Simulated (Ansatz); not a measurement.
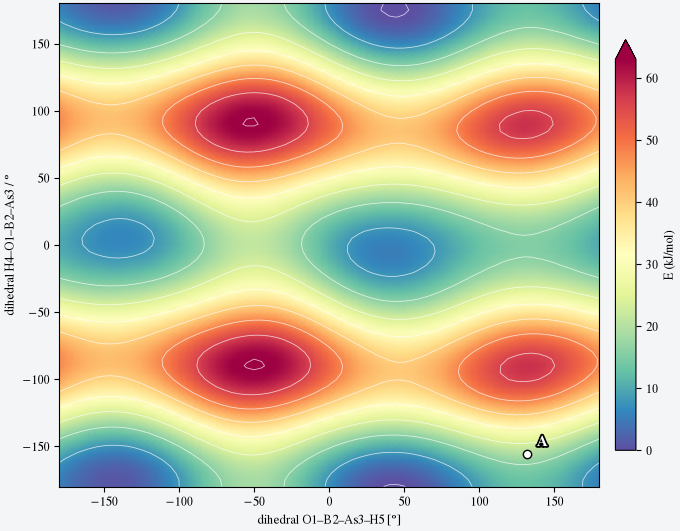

AsBH₃O, SMILES O[B][AsH2], spin multiplicity 2. 
- Coordinates scanned: (1) dihedral O1–B2–As3–H5; (2) dihedral H4–O1–B2–As3.
- Nothing is relaxed (all other coordinates rigid).
- Grid: 15 × 15 points.
- Points are written as (first, second).
- Energies: kJ/mol, counted from the lowest grid point.
- These are results of UHF/def2-TZVP in Ansatz 0.2.0, not measurements.

Drawn: a smooth colour map with a few white contour lines, one colour for all values above the top of the scale, the point A. Between grid points the surface is interpolated.

Q: Is A at rest? If not, where is it pushed?

A: A, at (132°, −156°), is not a stationary point. The computed force is 0.036 kJ/mol for each degree towards larger values of dihedral O1–B2–As3–H5 and 0.51 kJ/mol for each degree towards smaller values of dihedral H4–O1–B2–As3.
